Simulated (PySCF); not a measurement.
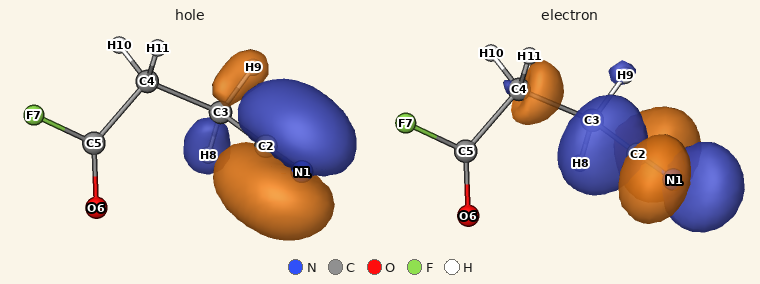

C$_{4}$H$_{4}$FNO, SMILES `N#CCCC(=O)F`. Leading natural transition orbital pair of S₂ (full linear response singlet states); the surfaces enclose about 78 % of each orbital's density.

PySCF calculation, ωB97X/def2-SVP, gas phase; geometry: GFN2-xTB. No frequency check shows the geometry to be a minimum. Without diffuse functions Rydberg states are missing, so the states' numbers hold for this basis only.

Cartesian coordinates (Å):

```
N1      -2.5513    0.8854    0.6289
C2      -1.9008    0.1172    0.0902
C3      -1.0762   -0.8737   -0.5613
C4       0.2675   -1.0217    0.1597
C5       1.1606    0.1482   -0.1062
O6       1.0453    1.0324   -0.8750
F7       2.2662    0.0829    0.6893
H8      -0.9140   -0.5610   -1.5966
H9      -1.6156   -1.8242   -0.5580
H10      0.7918   -1.9178   -0.1867
H11      0.1329   -1.1198    1.2405
```

Question: Where does the state lie, and where do hole and electron sit?

Answer: 8.01 eV (155 nm), f = 0.000 (very weak); the leading pair carries 74 %; hole on N1 (52 %), C2 (37 %) and C3 (5 %), electron on N1 (41 %), C2 (37 %) and C3 (8 %) (shares are of the whole state, not of the leading pair alone); their centroids lie 0.3 Å apart. The HOMO–LUMO gap is 13.55 eV.

The PySCF run took 14 min on 1 thread of Intel(R) Xeon(R) Processor @ 2.70GHz, with other jobs on the host, peak memory 0.8 GiB.
